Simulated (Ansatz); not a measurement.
# H2O2 (hydrogen peroxide): CCSDT(Q)/STO-3G

Aim: the vertical ionisation energy of H2O2 (hydrogen peroxide) at CCSDT(Q)/STO-3G, from 2 runs. 

Program for the calculation: Ansatz 0.2.0.

36 further runs of the same task are left out: 9 that didn't finish, 27 set aside as unsound or not needed.

## 1. The structure to begin with

H2O2 has 4 atoms, charge 0, and is taken as a singlet. SMILES: `OO`. The coordinates come from a PBE0-D4/def2-TZVP relaxation.

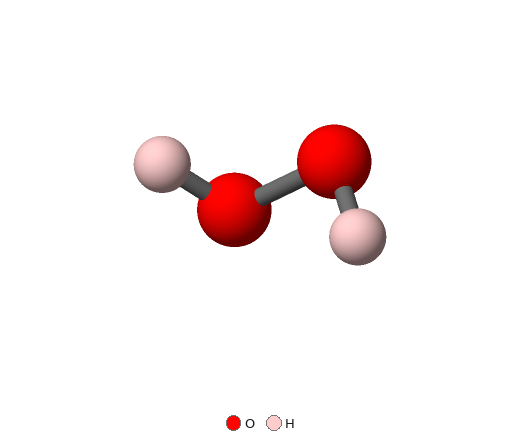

Viewed from a chosen angle; oxygen red, hydrogen pink.

## 2. The energy at CCSDT(Q)/STO-3G

Contents of in.yaml:

```yaml
basis:
  gaussian: {orbitals: STO-3G}
crystal:
  periodic: [false, false, false]
  atoms:
    - {symbol: O, position_ang: [-0.486800, -0.581100, 0.030600]}
    - {symbol: O, position_ang: [0.048300, 0.728400, 0.206900]}
    - {symbol: H, position_ang: [0.186400, -1.117000, 0.467400]}
    - {symbol: H, position_ang: [0.252100, 0.969800, -0.704900]}
total_charge: 0
correlation: {method: ccsdt_q, frozen_orbitals: {H: 0, O: 1}}
scf: {omitted_lower_state_checks: [cluster_reference, increment]}
accuracy: high
```

The run is started by

```bash
$ ansatz run in.yaml --threads 1 --pin off --max-ram 2610MiB --events-out events.jsonl --progress --plain --runs-dir runs
```

Output, shortened:

```text
Warning: RAYON_NUM_THREADS=1 ignored (pool sized by the plan → 1); use --threads N
Functional definition: HF
  name "HF"
[...]
188 factors; integrals over basis functions are off by at most 3.5e-8 eV
[...]
mean field -4047.98053007 eV, -148.7605406603 hartree, gradient 2.2e-8 eV, S^2 0.000000; 0 other end points of the search recorded, 0 dependent functions left out
2 core orbitals not correlated: weight in the atoms' cores, before any rotation towards them, 1.000 or more for the frozen orbitals, at most 0.000 for the correlated occupied ones
reference -4047.98053007 eV, -148.7605406603 hartree; 7, 7 occupied and 3, 3 virtual orbitals, 188 factors
second order -2.06818609 eV of doubles, -0.00000000 eV of singles
cycle   1  -2.56968215 eV  change   -5.0e-1 eV  update   5.4e-2
[...]
cycle  22  -2.85221725 eV  change   2.9e-10 eV  update   1.3e-9
perturbative correction -0.00298742 eV, -0.0001097858 hartree
Total energy: -4050.83573474 eV, -148.8654674967 hartree
Checks for a lower state left out: cluster_reference, increment
```

Wall time 0.14 s (1 thread of Arm Neoverse V2, shared host).

## 3. The doublet cation, same level

Contents of job.yaml:

```yaml
crystal:
  periodic: [false, false, false]
  atoms:
    - {symbol: O, position_ang: [-0.486800, -0.581100, 0.030600]}
    - {symbol: O, position_ang: [0.048300, 0.728400, 0.206900]}
    - {symbol: H, position_ang: [0.186400, -1.117000, 0.467400]}
    - {symbol: H, position_ang: [0.252100, 0.969800, -0.704900]}
basis:
  gaussian:
    orbitals: STO-3G
total_charge: 1
magnetization:
  spin_polarized: true
  initial_magnetization: 1
correlation:
  method: ccsdt_q
  frozen_orbitals: {H: 0, O: 1}
accuracy: high
scf:
  omitted_lower_state_checks: [cluster_reference, increment]
```

The run is started by

```bash
$ ansatz run job.yaml --threads 1 --pin off --max-ram 2610MiB --events-out events.jsonl --progress --plain --runs-dir runs
```

Output, shortened:

```text
Warning: RAYON_NUM_THREADS=1 ignored (pool sized by the plan → 1); use --threads N
Functional definition: HF
  name "HF"
[...]
188 factors; integrals over basis functions are off by at most 3.5e-8 eV
[...]
mean field -4039.99258114 eV, -148.4669889515 hartree, gradient 2.6e-8 eV, S^2 0.778568; 2 other end points of the search recorded, 0 dependent functions left out
2 core orbitals not correlated: weight in the atoms' cores, before any rotation towards them, 1.000 or more for the frozen orbitals, at most 0.000 for the correlated occupied ones
reference -4039.99258114 eV, -148.4669889515 hartree; 7, 6 occupied and 3, 4 virtual orbitals, 188 factors
second order -1.95894399 eV of doubles, -0.00000000 eV of singles
cycle   1  -2.40110222 eV  change   -4.4e-1 eV  update   7.4e-2
[...]
cycle  44  -3.33169278 eV  change  -3.2e-10 eV  update  7.1e-10
perturbative correction -0.02106584 eV, -0.0007741552 hartree
Total energy: -4043.34533975 eV, -148.5902005579 hartree
Checks for a lower state left out: cluster_reference, increment
```

Run time: 0.54 s. Hardware: 1 thread of Arm Neoverse V2, shared host.

## 4. Outcome

At CCSDT(Q)/STO-3G, 2 core orbitals frozen:

| quantity | value |
| --- | --- |
| singlet H2O2: total energy | -148.86547 Eh |
| singlet H2O2: correlation energy (2 core orbitals frozen) | -104.9 mEh |
| singlet H2O2: T1 diagnostic | 0.007 |
| doublet cation: total energy | -148.59020 Eh |
| doublet cation: correlation energy (2 core orbitals frozen) | -123.2 mEh |
| doublet cation: ⟨S²⟩ of the reference determinant | 0.779 |
| doublet cation: T1 diagnostic | 0.134 |
| vertical ionisation energy (to the doublet cation) | 7.490 eV |

The vertical ionisation energy comes to 7.49 eV (173 kcal/mol). In a minimal basis such a difference can be off by several eV, whatever the method. The T1 diagnostic (doublet cation) of 0.134 is above the customary mark for such species, so a single reference may not serve.
